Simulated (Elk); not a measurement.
Band structure of Rb (Im-3m, 1 atom in the cell).

```xyz
1
Lattice="-2.8250 2.8250 2.8250 2.8250 -2.8250 2.8250 2.8250 2.8250 -2.8250" Properties=species:S:1:pos:R:3 pbc="T T T"
Rb     0.0000     0.0000     0.0000
```

Method: PBE, all-electron FP-LAPW, Elk's shipped species files, APW+lo basis with extra local orbitals (Elk 10.2.4).

Settings: xctype = 20; rgkmax = 8; stype = 3; swidth = 0.00183747 Ha; ngridk = 11 11 11; gmaxvr = 16 1/bohr; nxlo = 2; lorbcnd = true; lmaxi = 2.

The starting cell has typed, rounded lattice constants, without a prior relaxation at this level. Values depend on the basis (sphere radii, cutoffs, local orbitals), which need not be converged.

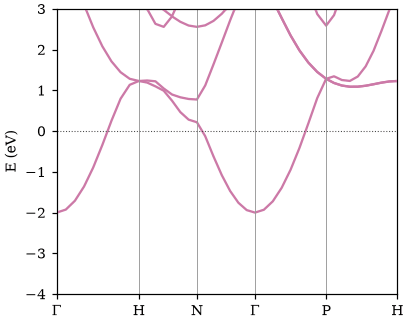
Figure: Bands along the path, energies from the Fermi level.

Levels in eV from the Fermi level, bands 1 to 8:
```tsv
point	1	2	3	4	5	6	7	8
Γ	-28.91	-12.96	-12.96	-12.96	-2.00	3.65	3.65	3.65
H	-28.91	-13.03	-13.03	-13.03	1.23	1.23	3.26	3.26
N	-28.91	-13.06	-12.99	-12.96	0.22	0.77	2.56	4.24
P	-28.91	-13.01	-13.01	-13.01	1.28	1.28	1.28	2.59
```

Bands cross the Fermi level along this path, so the cell is metallic at this level.
